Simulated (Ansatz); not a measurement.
MgH2 (rutile)

```cif
data_H4Mg2
_chemical_formula_sum 'Mg2 H4'
_space_group_name_H-M_alt 'P42/mnm'
_space_group_IT_number 136
_space_group_name_Hall '-P 4n 2n'
_cell_length_a 4.48439
_cell_length_b 4.48439
_cell_length_c 2.99668
_cell_angle_alpha 90.000
_cell_angle_beta 90.000
_cell_angle_gamma 90.000
loop_
_atom_site_label
_atom_site_type_symbol
_atom_site_symmetry_multiplicity
_atom_site_Wyckoff_symbol
_atom_site_fract_x
_atom_site_fract_y
_atom_site_fract_z
_atom_site_occupancy
Mg1 Mg 2 a 0.00000 0.00000 0.00000 1
H1 H 4 f 0.30469 0.30469 0.00000 1
```

E(V) scan at fixed shape, V₀ the volume above. The atoms relax within the cell's symmetry.

Calculation: r2SCAN (plane waves to 500 eV, PAW, scalar-relativistic; Ansatz, a program for electronic structure). k mesh 8×8×11 (Γ-centred), Fermi-Dirac smearing 0.05 eV. E stands for the smeared free energy. With the shape held, the modulus is that of even scaling; a crystal free to change shape is softer. MgH2 was relaxed with its symmetry unable to fall. ΔE is measured from the relaxed starting cell.

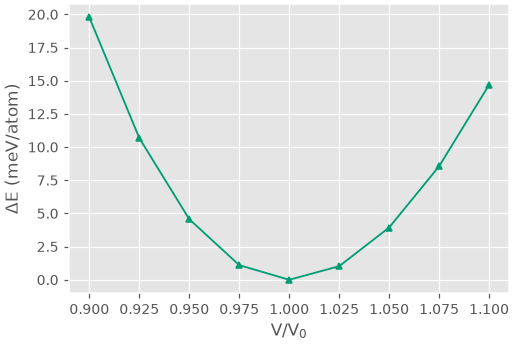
*ΔE (meV/atom) against V/V₀; computed points joined by lines.*

Q: What is ΔE at V/V₀ = 0.900?

A: About 20 meV/atom.

Q: What is ΔE at V/V₀ = 1.100?

A: About 15 meV/atom.

Q: What bulk modulus at fixed cell shape B₀ follows from a third-order Birch-Murnaghan fit?

A: About 54 GPa.

(Under strain, the slope of the energy per volume gives the stress and its curvature an elastic modulus.)
